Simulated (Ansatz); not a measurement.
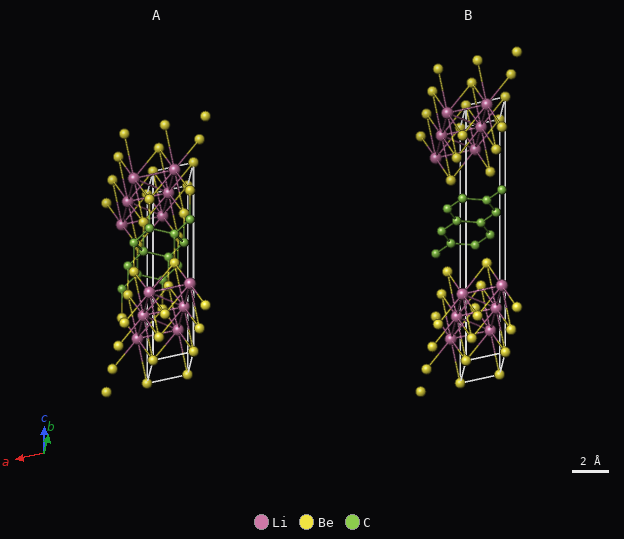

Two geometries of solid Li2Be3C2 (a generated structure, set up in P-3m1), drawn at one scale. One is the start of a relaxation, the other its converged end. Style: ball-and-stick. Shown: the cell of the calculation, repeated 2 × 3 × 1 with one cell outlined, from a free direction.

Method: DFT PBE, scalar-relativistic, plane waves, PAW (Ansatz). Settings: plane-wave cutoff 420 eV; k-point mesh 18 × 18 × 4; occupations gaussian; smearing width 0.1 eV; no spin polarisation; cell and atoms relaxed; force threshold 0.01 eV/Å; at most 80 steps.

Which one is relaxed?

Structure B is the relaxed one. The largest moves relative to the cell, 1.42 Å, are those of Be atoms. Largest moves by element: Be 1.42 Å, Li 0.78 Å, C 0.18 Å. The drawn cell changes as follows: a = b 2.491 → 2.420 Å (−2.8 %), c 12.721 → 17.185 Å (+35.1 %); the volume changes by +27.6 %. Some distances before and after: Be–C 1.952 → 4.238 Å, Li–Li 2.491 → 2.420 Å, C–C 1.462 → 1.397 Å, Be–Li 2.552 → 2.611 Å. Bonds break: Be–C (1.95 → 4.24 Å). Among the angles between lasting bonds that change: C–C–C 116.8° → 120.0°, Li–Be–Li 58.4° → 55.2°. The space group stays P-3m1 (No. 164). Over 24 accepted moves (28 points after the start) the energy falls by 69.5 meV per atom. Largest force component: 0.2 eV/Å at the start, under 0.0001 eV/Å at the end. Pressure: −0.09 GPa at the start and 0.01 GPa at the end. The line search rejected the trial step at point 14 of the run. At 3 points the geometry stayed and the basis and grid were re-selected for the new cell (energy shift of 10.3 meV per atom at most each time).
